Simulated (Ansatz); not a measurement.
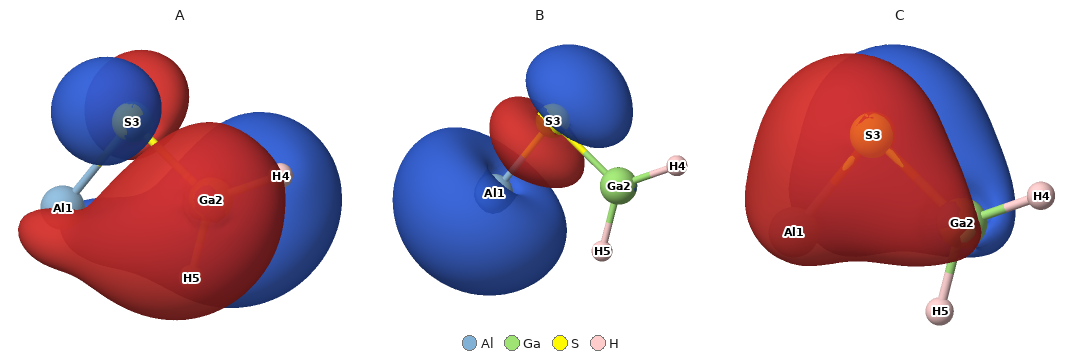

AlGaH2S. Three frontier orbitals at ±0.06 Å⁻³ᐟ² (blue and red are the two phases), in no order.

Geometry: PBE0-D4/def2-TZVP.

Theory: isolated molecule in a Gaussian basis; Kohn-Sham density functional theory, functional PBE0 in Ansatz.

```xyz
5

Al   -1.9718   -0.5062    0.1547
Ga   -0.0395    0.1175   -2.2338
S    -2.2148    0.2014   -1.9759
H     0.5799    0.5099   -3.6047
H     0.7817   -0.3521   -0.9730
```

Q: Which picture is the HOMO−1, the HOMO and the LUMO?

A: C is the HOMO−1 (−7.85 eV). It lies mainly on S3 (about 75 %) and Ga2 (about 15 %); it changes sign across the molecular plane (π type). B is the HOMO (−6.32 eV). It lies mainly on Al1 (about 70 %) and S3 (about 25 %); it is symmetric in the molecular plane (an in-plane orbital: σ, lone-pair or in-plane π type). A is the LUMO (−1.67 eV). By Hirshfeld shares it lies mainly on Ga2 (about 65 %), S3 (about 15 %) and Al1 (about 10 %); it changes sign across the molecular plane (π type); π-antibonding (a node) across Al1–S3.

Q: What is the HOMO–LUMO gap?

A: 4.65 eV between the orbital energies.
